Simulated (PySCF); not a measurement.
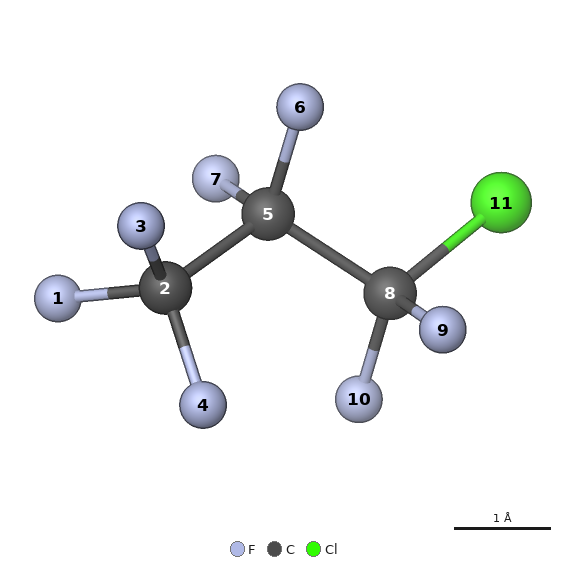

Numbered structure. Geometry: an image of a reaction path computed with GFN2-xTB, not a minimum.

List the bonds and their lengths.

```
   bond  length (Å)   order
  F1–C2       1.326  single
  C2–F3       1.326  single
  C2–F4       1.329  single
  C2–C5       1.573  single
  C5–F6       1.343  single
  C5–F7       1.343  single
  C5–C8       1.554  single
  C8–F9       1.337  single
 C8–F10       1.337  single
C8–Cl11       1.775  single
```
